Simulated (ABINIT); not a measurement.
## KRb2ScF6 (Fm-3m): a self-consistent loop beyond G0W0, cycle by cycle

How far does self-consistency move the gap of KRb2ScF6 (Fm-3m)?

Program: ABINIT 10.8.3. Level of theory: LDA and many-body steps on it, plane waves. Results are calculated unless marked as measured.

**1. The starting structure**

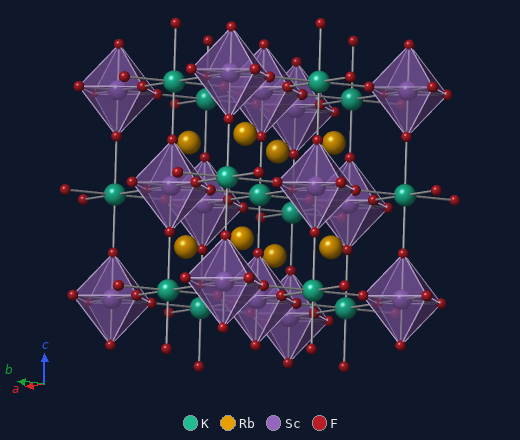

The starting structure, seen from a free direction (potassium teal, rubidium orange, scandium purple, fluorine red). This picture shows the conventional cell, with its axes. Some periodic images of atoms are drawn too.

The cell and positions come from the Crystallography Open Database and are kept as given unless a step says otherwise.

**2. Empty states on the mesh, 2×2×2 mesh, 289 bands**

This step: ABINIT 10.8.3; DFT, LDA, plane waves, norm-conserving pseudopotentials.

The sums over transitions need many empty states on a uniform mesh; this step solves for them.

Input file run.abi:

```
acell 3*1.0 Angstrom
rprim 
  0.000000000000 4.509500000000 4.509500000000
  4.509500000000 0.000000000000 4.509500000000
  4.509500000000 4.509500000000 0.000000000000
ntypat 4
znucl 19 37 21 9
natom 10
typat 1 2 2 3 4 4 4 4 4 4
xred 
  0.500000000000 0.500000000000 0.500000000000
  0.250000000000 0.250000000000 0.250000000000
  0.750000000000 0.750000000000 0.750000000000
  0.000000000000 -0.000000000000 0.000000000000
  0.780000000000 0.220000000000 0.220000000000
  0.220000000000 0.780000000000 0.220000000000
  0.220000000000 0.780000000000 0.780000000000
  0.780000000000 0.220000000000 0.780000000000
  0.220000000000 0.220000000000 0.780000000000
  0.780000000000 0.780000000000 0.220000000000
pp_dirpath "pseudos"
pseudos "K.upf, Rb.upf, Sc.upf, F.upf"
ecut 36
ngkpt 2 2 2
nshiftk 1
shiftk 0 0 0
kptopt 1
chksymbreak 0
iscf -2
irdden 1
istwfk *1
nband 289
nbdbuf 26
tolwfr 1e-09
nstep 60
prtvol 0
indata_prefix "in"
outdata_prefix "out"
tmpdata_prefix "tmp"
```

Command:

```bash
$ OMP_NUM_THREADS=2 mpirun -n 3 abinit run.abi > log
```

Numbers of over 12 decimals in the logs are rounded to 6 here.

The log of the run:

```text
.Version 10.8.3 of ABINIT. v10.8.2 released Aug 2026.

 Symmetries : space group Fm -3 m (#225); Bravais cF (face-center cubic)
[... echo of the input left out ...]
== DATASET  1 ==================================================================
-   mpi_nproc: 3, omp_nthreads: 2 (-1 if OMP is not activated)

--- !DatasetInfo
iteration_state: {dtset: 1, }
dimensions: {natom: 10, nkpt: 3, mband: 289, nsppol: 1, nspinor: 1, nspden: 1, mpw: 12776, }
cutoff_energies: {ecut:  36.0, pawecutdg:  -1.0, }
[...]
2.32170    2.33234    2.33234    2.33812    2.34781    2.34781    2.34781    2.37472
   2.37472    2.37472    2.41581    2.41583    2.44577    2.44594    2.44774    2.46582
   2.47866
 prteigrs : prtvol=0 or 1, do not print more k-points.

== END DATASET(S) ==============================================================
================================================================================

 -outvars: echo values of variables after computation  --------
            nband         289
             nkpt           3
          spgroup         225
 [... the other variables as echoed above ...]

 Calculation completed.
```

Wall time 5.9 min (3 MPI ranks of Intel Xeon Platinum 8259CL at 2.50GHz (Skylake/Cascade Lake), shared host); peak memory 0.56 GiB; 27 min of CPU time.

This step gave:

```yaml
gap: 6.248 eV
k_of_the_valence_top: 0, 0, 0
k_of_the_conduction_bottom: 0, 0, 0
least_direct_gap: 6.248 eV
k_points_computed: 3
lowest_point_of_the_top_converged_band_above_the_valence_top: 63.5854 eV
```

On this mesh the gap is 6.248 eV.

The density comes from a self-consistent run that is not shown.

**3. Screening, 2×2×2 mesh, 263 bands, screening to 130.6 eV**

The RPA dielectric matrix is built and inverted for each q.

This step: RPA screening on LDA, plane waves, norm-conserving pseudopotentials.

Changes to run.abi since step 2:

```diff
@@ -28,10 +28,11 @@
 chksymbreak 0
-iscf -2
-irdden 1
 istwfk *1
-nband 289
-nbdbuf 26
-tolwfr 1e-09
-nstep 60
-prtvol 0
+occopt 1
+irdwfk 1
+optdriver 3
+nband 263
+ecuteps 4.8
+inclvkb 2
+awtr 1
+symchi 1
 indata_prefix "in"
```

Command:

```bash
$ OMP_NUM_THREADS=1 mpirun -n 8 abinit run.abi > log
```

The log of the run:

```text
.Version 10.8.3 of ABINIT. v10.8.2 released Aug 2026.

 Symmetries : space group Fm -3 m (#225); Bravais cF (face-center cubic)
[... echo of the input left out ...]
== DATASET  1 ==================================================================
-   mpi_nproc: 8, omp_nthreads: 1 (-1 if OMP is not activated)

--- !DatasetInfo
iteration_state: {dtset: 1, }
dimensions: {natom: 10, nkpt: 3, mband: 263, nsppol: 1, nspinor: 1, nspden: 1, mpw: 12776, }
cutoff_energies: {ecut:  36.0, pawecutdg:  -1.0, }
electrons: {nelect:   8.00000000E+01, charge:   0.00000000E+00, occopt:   1.00000000E+00, tsmear:   1.00000000E-02, }

 SCREENING: Calculation of the susceptibility and dielectric matrices

 Based on a program developped by R.W. Godby, V. Olevano, G. Onida, and L. Reining.
 Incorporated in ABINIT by V. Olevano, G.-M. Rignanese, and M. Torrent.
.Using double precision arithmetic ; gwpc =  8

[... cell and pseudopotentials left out ...]
--------------------------------------------------------------------------------

 ==== K-mesh for the wavefunctions ====
 Number of points in the irreducible wedge :     3
[... list of points left out ...]
 Together with 48 symmetry operations and time-reversal symmetry
 yields     8 points in the full Brillouin Zone.

 ==== Q-mesh for the screening function ====
 Number of points in the irreducible wedge :     3
[... list of points left out ...]
 Together with 48 symmetry operations and time-reversal symmetry
 yields     8 points in the full Brillouin Zone.

 setmesh: FFT mesh size selected  =    45x   45x   45
          total number of points  =        91125

 vcoul_init : cutoff-mode = AUXILIARY_FUNCTION
 q-points for optical limit:   1
     1)      0.000010    0.000020    0.000030

- screening: taking advantage of time-reversal symmetry
- Maximum band index for partially occupied states nbvw = 40
- Remaining bands to be divided among processors   nbcw = 223
- Number of bands treated by each node ~27

 Number of electrons calculated from density =   80.0000; Expected =   80.0000
 average of density, n =  0.064637
 r_s =    1.5458
 omega_plasma =   24.5242 [eV]

 calculating chi0 at frequencies [eV] :
  1    0.000000E+00    0.000000E+00
  2    0.000000E+00    2.452419E+01

--------------------------------------------------------------------------------
  q-point number  1        q = ( 0.000000, 0.000000, 0.000000) [r.l.u.]
--------------------------------------------------------------------------------
[... chi0 elements left out ...]
 For q-point:  0.000010 0.000020 0.000030
  dielectric constant =   2.0829
  dielectric constant without local fields =   2.3162

  Average fulfillment of the sum rule on Im[epsilon] for q-point    1 :     58.25  [%]
[... wings left out ...]
  q-point number  2        q = ( 0.500000, 0.000000, 0.000000) [r.l.u.]
--------------------------------------------------------------------------------
[... chi0 elements left out ...]
  Average fulfillment of the sum rule on Im[epsilon] for q-point    2 :     62.15  [%]

 [... 1 further q-points ...]
```

Wall time 2.3 min (8 MPI ranks); peak memory 4.8 GiB; 19 min of CPU time.

This step gave:

```yaml
eps_infinity_with_local_fields_on_this_mesh_along_the_program_s_q_direction: 2.083
the_same_without_local_fields: 2.316
plasma_frequency: 24.52 eV
plane_waves_in_the_screening_matrix: 609
```

Local fields lower ε∞ by 10 %. On a Γ-centred mesh this coarse the value itself is usually too large, while a short band sum pulls it down.

**4. G0W0**

The self-energy is evaluated for the states that the input lists, and the levels follow from it, in one-shot runs by the linearised quasiparticle equation.

This step: G0W0 on LDA, plane waves, norm-conserving pseudopotentials.

Changes to run.abi since step 3:

```diff
@@ -31,8 +31,15 @@
 irdwfk 1
-optdriver 3
+optdriver 4
 nband 263
+gwcalctyp 0
+ecutsigx 36
+symsigma 1
+nkptgw 1
+kptgw 
+  0.0000000000 0.0000000000 0.0000000000
+bdgw 
+  38 44
 ecuteps 4.8
-inclvkb 2
-awtr 1
-symchi 1
+irdscr 1
+ppmodel 1
 indata_prefix "in"
```

The log of the run:

```text
.Version 10.8.3 of ABINIT. v10.8.2 released Aug 2026.

 Symmetries : space group Fm -3 m (#225); Bravais cF (face-center cubic)
[... echo of the input left out ...]
== DATASET  1 ==================================================================
-   mpi_nproc: 8, omp_nthreads: 1 (-1 if OMP is not activated)

--- !DatasetInfo
iteration_state: {dtset: 1, }
dimensions: {natom: 10, nkpt: 3, mband: 263, nsppol: 1, nspinor: 1, nspden: 1, mpw: 12776, }
cutoff_energies: {ecut:  36.0, pawecutdg:  -1.0, }
electrons: {nelect:   8.00000000E+01, charge:   0.00000000E+00, occopt:   1.00000000E+00, tsmear:   1.00000000E-02, }

 SIGMA: Calculation of the GW corrections

 Based on a program developped by R.W. Godby, V. Olevano, G. Onida, and L. Reining.
 Incorporated in ABINIT by V. Olevano, G.-M. Rignanese, and M. Torrent.
.Using double precision arithmetic ; gwpc =  8

[... cell and pseudopotentials left out ...]
--------------------------------------------------------------------------------

 ==== K-mesh for the wavefunctions ====
 Number of points in the irreducible wedge :     3
[... list of points left out ...]
 Together with 48 symmetry operations and time-reversal symmetry
 yields     8 points in the full Brillouin Zone.

 ==== Q-mesh for screening function ====
 Number of points in the irreducible wedge :     3
[... list of points left out ...]
 Together with 48 symmetry operations and time-reversal symmetry
 yields     8 points in the full Brillouin Zone.

 vcoul_init : cutoff-mode = AUXILIARY_FUNCTION
 q-points for optical limit:   1
     1)      0.000010    0.000020    0.000030
 setmesh: FFT mesh size selected  =    72x   72x   72
          total number of points  =       373248

 Number of electrons calculated from density =   80.0000; Expected =   80.0000
 average of density, n =  0.064637
 r_s =    1.5458
 omega_plasma =   24.5242 [eV]

 === KS Band Gaps ===
  >>>> For spin  1
   Minimum direct gap =   6.2485 [eV], located at k-point      :   0.0000  0.0000  0.0000
   Fundamental gap    =   6.2485 [eV], Top of valence bands at :   0.0000  0.0000  0.0000
                                       Bottom of conduction at :   0.0000  0.0000  0.0000
 SIGMA fundamental parameters:
 PLASMON POLE MODEL  1
 number of plane-waves for SigmaX                12675
 number of plane-waves for SigmaC and W            609
 number of plane-waves for wavefunctions         12675
 number of bands                                   263
 number of independent spin polarizations            1
 number of spinorial components                      1
 number of k-points in IBZ                           3
 number of q-points in IBZ                           3
 number of symmetry operations                      48
 number of k-points in BZ                            8
 number of q-points in BZ                            8
 number of frequencies for dSigma/dE                 9
 frequency step for dSigma/dE [eV]                0.25
 number of omega for Sigma on real axis              0
 max omega for Sigma on real axis  [eV]           0.00
 zcut for avoiding poles [eV]                     0.10

 EPSILON^-1 parameters (SCR file):
 dimension of the eps^-1 matrix on file            609
 dimension of the eps^-1 matrix used               609
 number of plane-waves for wavefunctions         12675
 number of bands                                   263
 number of q-points in IBZ                           3
 number of frequencies                               2
 number of real frequencies                          1
 number of imag frequencies                          1

 matrix elements of self-energy operator (all in [eV])

 Perturbative Calculation

--- !SelfEnergy_ee
iteration_state: {dtset: 1, }
kpoint     : [   0.000,    0.000,    0.000, ]
spin       : 1
KS_gap     :    6.248
QP_gap     :    9.817
Delta_QP_KS:    3.569
data: !SigmaeeData |
     Band     E0 <VxcDFT>   SigX SigC(E0)      Z dSigC/dE  Sig(E)    E-E0       E
       38  -1.466 -22.167 -29.504   5.135   0.803  -0.245 -23.934  -1.768  -3.234
       39  -1.466 -22.167 -29.504   5.135   0.803  -0.245 -23.934  -1.768  -3.234
       40  -1.466 -22.167 -29.504   5.135   0.803  -0.245 -23.934  -1.768  -3.234
       41   4.782  -8.792  -4.068  -2.713   0.896  -0.116  -6.991   1.801   6.583
       42   6.042 -17.944  -9.843  -3.888   0.838  -0.194 -14.415   3.529   9.571
       43   6.042 -17.944  -9.843  -3.888   0.838  -0.194 -14.415   3.529   9.571
       44   6.042 -17.944  -9.843  -3.888   0.838  -0.194 -14.415   3.529   9.571

== END DATASET(S) ==============================================================
================================================================================

 -outvars: echo values of variables after computation  --------
           etotal      0.0000000000E+00
            nband         263
             nkpt           3
          spgroup         225
 [... the other variables as echoed above ...]

 Calculation completed.
```

Elapsed: 31 s, on 8 MPI ranks; peak memory 3.4 GiB; 4 min of CPU time.

Numbers from this step:

```yaml
g0w0_gap_on_the_points_computed: 9.817 eV
starting_gap_on_the_mesh: 6.248 eV
k_of_the_valence_top: 0, 0, 0
k_of_the_conduction_bottom: 0, 0, 0
z_at_the_valence_top: 0.803
z_at_the_conduction_bottom: 0.896
least_direct_g0w0_gap_on_the_computed_points: 9.817 eV
```

The gap on the mesh goes from 6.25 eV to 9.82 eV, a correction of +3.57 eV.

**5. evGW0, cycle 1**

This step: evGW0 on LDA, plane waves, norm-conserving pseudopotentials.

Changes to run.abi since step 4:

```diff
@@ -33,10 +33,14 @@
 nband 263
-gwcalctyp 0
+gwcalctyp 10
 ecutsigx 36
 symsigma 1
-nkptgw 1
+nkptgw 3
 kptgw 
   0.0000000000 0.0000000000 0.0000000000
+  0.5000000000 0.0000000000 0.0000000000
+  0.5000000000 0.5000000000 0.0000000000
 bdgw 
-  38 44
+  14 54
+  14 54
+  14 54
 ecuteps 4.8
```

The log of the run:

```text
.Version 10.8.3 of ABINIT. v10.8.2 released Aug 2026.

 Symmetries : space group Fm -3 m (#225); Bravais cF (face-center cubic)
[... echo of the input left out ...]
== DATASET  1 ==================================================================
-   mpi_nproc: 8, omp_nthreads: 1 (-1 if OMP is not activated)

--- !DatasetInfo
iteration_state: {dtset: 1, }
dimensions: {natom: 10, nkpt: 3, mband: 263, nsppol: 1, nspinor: 1, nspden: 1, mpw: 12776, }
cutoff_energies: {ecut:  36.0, pawecutdg:  -1.0, }
electrons: {nelect:   8.00000000E+01, charge:   0.00000000E+00, occopt:   1.00000000E+00, tsmear:   1.00000000E-02, }

 SIGMA: Calculation of the GW corrections

 Based on a program developped by R.W. Godby, V. Olevano, G. Onida, and L. Reining.
 Incorporated in ABINIT by V. Olevano, G.-M. Rignanese, and M. Torrent.
.Using double precision arithmetic ; gwpc =  8

[... cell and pseudopotentials left out ...]
--------------------------------------------------------------------------------

 ==== K-mesh for the wavefunctions ====
 Number of points in the irreducible wedge :     3
[... list of points left out ...]
 Together with 48 symmetry operations and time-reversal symmetry
 yields     8 points in the full Brillouin Zone.

 ==== Q-mesh for screening function ====
 Number of points in the irreducible wedge :     3
[... list of points left out ...]
 Together with 48 symmetry operations and time-reversal symmetry
 yields     8 points in the full Brillouin Zone.

 vcoul_init : cutoff-mode = AUXILIARY_FUNCTION
 q-points for optical limit:   1
     1)      0.000010    0.000020    0.000030
 setmesh: FFT mesh size selected  =    72x   72x   72
          total number of points  =       373248

 Number of electrons calculated from density =   80.0000; Expected =   80.0000
[...]
--- !SelfEnergy_ee
iteration_state: {dtset: 1, }
kpoint     : [   0.500,    0.000,    0.000, ]
spin       : 1
KS_gap     :    7.716
QP_gap     :   13.090
Delta_QP_KS:    5.374
data: !SigmaeeData |
     Band     E_DFT   <VxcDFT>   E(N-1)  <Hhartree>   SigX  SigC[E(N-1)]    Z     dSigC/dE  Sig[E(N)]  DeltaE  E(N)_pert E(N)_diago
[...]
--- !SelfEnergy_ee
iteration_state: {dtset: 1, }
kpoint     : [   0.500,    0.500,    0.000, ]
spin       : 1
KS_gap     :    7.558
QP_gap     :   12.886
Delta_QP_KS:    5.328
data: !SigmaeeData |
     Band     E_DFT   <VxcDFT>   E(N-1)  <Hhartree>   SigX  SigC[E(N-1)]    Z     dSigC/dE  Sig[E(N)]  DeltaE  E(N)_pert E(N)_diago
[...]
53     9.454    -9.937     9.454    19.390    -4.789    -2.779     0.886    -0.129    -7.838     2.098    11.552    13.169
       54     9.454    -9.937     9.454    19.390    -4.789    -2.779     0.886    -0.129    -7.838     2.098    11.552    13.524

 New Fermi energy :        5.741197E-02 Ha ,    1.562259E+00 eV

 === QP Band Gaps ===
  >>>> For spin  1
   Minimum direct gap =  10.4597 [eV], located at k-point      :   0.0000  0.0000  0.0000
   Fundamental gap    =  10.4597 [eV], Top of valence bands at :   0.0000  0.0000  0.0000
                                       Bottom of conduction at :   0.0000  0.0000  0.0000

 writing QP data on file : out_QPS

 Convergence of QP corrections
 >>>>> For spin  1 <<<<<
.  kptgw no:  1; Maximum DeltaE = (  -1.760  -0.000) for band index: 37
.  kptgw no:  2; Maximum DeltaE = (  -1.862   0.000) for band index: 28
.  kptgw no:  3; Maximum DeltaE = (  -1.774   0.000) for band index: 36

== END DATASET(S) ==============================================================
================================================================================

 -outvars: echo values of variables after computation  --------
           etotal      0.0000000000E+00
            nband         263
             nkpt           3
          spgroup         225
 [... the other variables as echoed above ...]

 Calculation completed.
```

The job ended after 7.4 min (8 MPI ranks; peak memory 11 GiB; 59 min of CPU time).

Numbers from this step:

```
quasiparticle gap on the points computed              : 10.46 eV
gap of the density functional on the mesh             : 6.248 eV
k of the valence top                                  : 0, 0, 0
k of the conduction bottom                            : 0, 0, 0
Z at the valence top                                  : 0.803
Z at the conduction bottom                            : 0.896
least direct quasiparticle gap on the computed points : 10.46 eV
```

Against G0W0 in ABINIT (2×2×2 mesh, 263 bands, screening to 130.6 eV, Godby-Needs plasmon pole), the gap moves by +0.643 eV. This first cycle still uses the starting levels; it takes the full correction, at all points of the mesh, and its linearised value is 9.817 eV.

**6. evGW0, cycle 2**

The corrected levels of the last cycle go back in.

Changes to run.abi since step 5:

```diff
@@ -48,2 +48,3 @@
 ppmodel 1
+irdqps 1
 indata_prefix "in"
```

The log of the run:

```text
.Version 10.8.3 of ABINIT. v10.8.2 released Aug 2026.

 Symmetries : space group Fm -3 m (#225); Bravais cF (face-center cubic)
[... echo of the input left out ...]
== DATASET  1 ==================================================================
-   mpi_nproc: 8, omp_nthreads: 1 (-1 if OMP is not activated)

--- !DatasetInfo
iteration_state: {dtset: 1, }
dimensions: {natom: 10, nkpt: 3, mband: 263, nsppol: 1, nspinor: 1, nspden: 1, mpw: 12776, }
cutoff_energies: {ecut:  36.0, pawecutdg:  -1.0, }
[...]
Convergence of QP corrections
 >>>>> For spin  1 <<<<<
.  kptgw no:  1; Maximum DeltaE = (   0.053   0.000) for band index: 40
.  kptgw no:  2; Maximum DeltaE = (   0.055  -0.000) for band index: 40
.  kptgw no:  3; Maximum DeltaE = (   0.053   0.000) for band index: 40

== END DATASET(S) ==============================================================
================================================================================

 -outvars: echo values of variables after computation  --------
           etotal      0.0000000000E+00
            nband         263
             nkpt           3
          spgroup         225
 [... the other variables as echoed above ...]

 Calculation completed.
```

Elapsed: 7.4 min, on 8 MPI ranks; peak memory 11 GiB; 59 min of CPU time.

This step gave:

```yaml
quasiparticle_gap_on_the_points_computed: 10.33 eV
gap_of_the_density_functional_on_the_mesh: 6.248 eV
k_of_the_valence_top: 0, 0, 0
k_of_the_conduction_bottom: 0, 0, 0
least_direct_quasiparticle_gap_on_the_computed_points: 10.33 eV
```

Against the cycle before, the gap moves by −0.134 eV.

(Part 1 of 2 ends here.)

[Paths, hosts, dates, memory and timing lines, banners, echoed tables and standing remarks are left out of the program output.]

[Logs are printed without paths, hosts, clocks, repeated set-up lines and the standing remarks that a program may print on its own settings, such as how far it seeks lower states.]

[Runs of the session that timed out or met a known fault of the program may be left out.]

[Hosts, paths, dates, database ids (printed as entryN), source tags and the programs' standing remarks are cut or masked in the printed files.]

[G0W0 gaps are taken among the corrected bands and points alone; a level outside them can change the order at an edge.]

[Where Ansatz stands beside ABINIT at settings called matched, ABINIT's density can come from a denser mesh and the files from another edition; pairs whose starting gaps differed by over 0.03 eV were left out, so agreement reads better than it is.]
